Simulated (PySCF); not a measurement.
**FO, doublet, SMILES `F[O]`: what the electrons do**

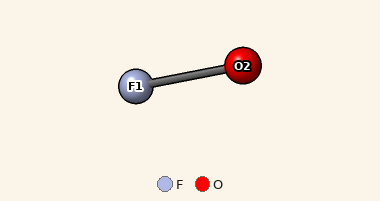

The molecule, with its atoms numbered as below. No frequency check shows the geometry to be a minimum.

Coordinates in Å:

```
F1       0.6109    0.0000    0.0000
O2      -0.6873    0.0000    0.0000
```

### 1. Bonding charge

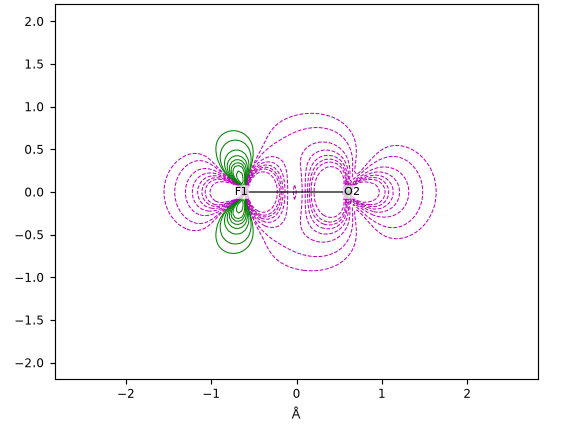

Deformation density (molecule less spherical, spin-averaged free atoms) in a plane that holds the bond; contours at ±0.05 to ±0.8 e/Å³; solid green lines: gain, dashed magenta lines: loss.

Level of theory: r2SCAN/def2-SVP (PySCF), at a geometry from GFN2-xTB. The stability of the open-shell solution wasn't checked. GFN2-xTB doesn't know the spin state, so this open-shell geometry is rough.

Describe the bonding that the map shows.

Answer. F1–O2: −0.17 e/Å³ at the bond critical point (bond length 1.30 Å, Mayer order 1.2). In all, 0.6 electrons gather in the regions of gain relative to the promolecule. A small or negative value marks a very polar bond, one between electron-rich atoms, whose free-atom densities already overlap strongly, a long bond to a heavier atom, or a closed-shell contact such as a hydrogen bond.

Where do the Hirshfeld charges lie?

Answer. The highest Hirshfeld charge is on F1 (+0.02 e), the lowest on O2 (−0.02 e).

### 2. Bond critical points

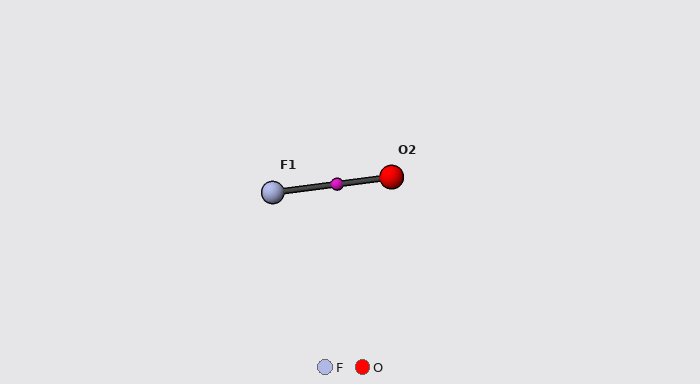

Molecular graph of the electron density (QTAIM): bond paths, bond critical points (magenta), ring points (cyan, if any); weak paths are dashed.

How many critical points of each kind are there, and does the count close?

Answer. 2 nuclei, 1 bond, 0 ring and 0 cage critical points: 2 − 1 + 0 − 0 = 1, as the Poincaré–Hopf relation requires.

Tabulate density, Laplacian, ellipticity and energy density at the bond critical points (atomic units).

Answer.
```tsv
bond	length (Å)	ρ (a.u.)	∇²ρ (a.u.)	ε	H (a.u.)
F1–O2	1.298	0.394	−0.13	0.09	−0.407
```

What kind of interaction is F1–O2?

Answer. Shared-shell (covalent): ρ = 0.394, ∇²ρ = −0.13, H = −0.407 a.u.

### 3. Local ionisation energy

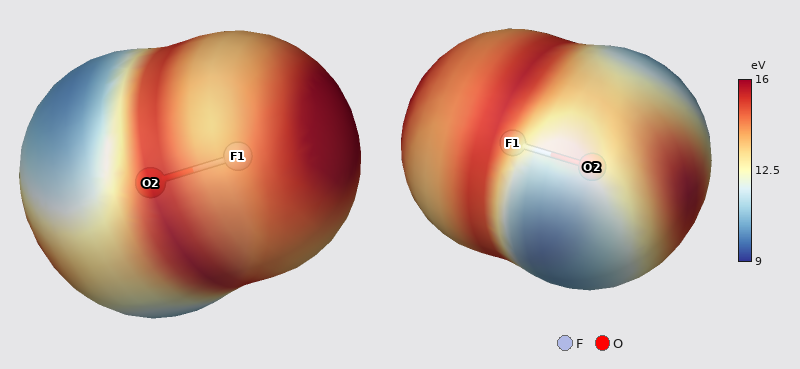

Average local ionisation energy on the surface of electron density 0.001 a.u. (back view left, front view right).

Locate the minima of the map.

Answer. The lowest value is 10.0 eV, 1.7 Å from O2, and at like points elsewhere. Further minima include 13.4 eV, 1.6 Å from F1, and at like points elsewhere. For comparison, the highest occupied orbital lies at −6.9 eV.

### 4. Spin density

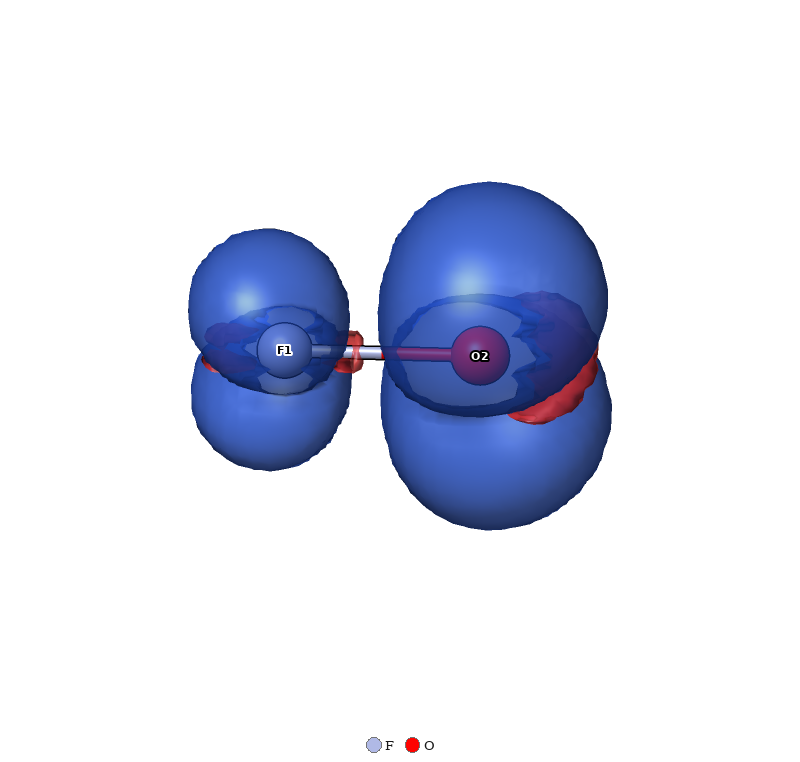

Spin density ρα − ρβ at ±0.02 e/Å³ (blue: excess α, red: excess β).

How is the spin shared among the atoms?

Answer. Hirshfeld spin populations: O2 +0.81 and F1 +0.19. ⟨S²⟩ = 0.75, as for a pure state. The density isn't cylindrical: this is one component of a degenerate Π or Δ state.

### 5. In an electric field

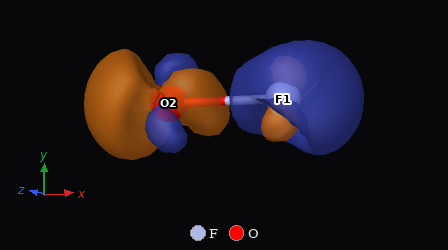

Change of the electron density in a uniform field of 0.21 V/Å, surfaces at ±0.003 e/Å³ (orange: gain, blue: loss).

Level of theory: ωB97X/def2-SVP (PySCF), at a geometry from GFN2-xTB. A basis without diffuse functions makes polarisabilities too small. The stability of the open-shell solution wasn't checked. GFN2-xTB doesn't know the spin state, so this open-shell geometry is rough.

Along which Cartesian direction does the field point?

Answer. Along +x: electrons gather on the −x side, against the field.

How large is the response?

Answer. The induced dipole is 0.10 D (along the field); α along this axis, from the fields in both directions, is 10 bohr³ (1.4 Å³).

Which atoms gain and lose the most charge?

Answer. Electrons gather most on O2 (Hirshfeld charge changes by −0.010 e) and leave F1 most (+0.010 e); 0.013 electrons are displaced in all.

The PySCF runs shown took 3.1 s and 4.8 s on 1 thread of Intel(R) Xeon(R) Platinum 8375C CPU @ 2.90GHz (Ice Lake), on a shared host.
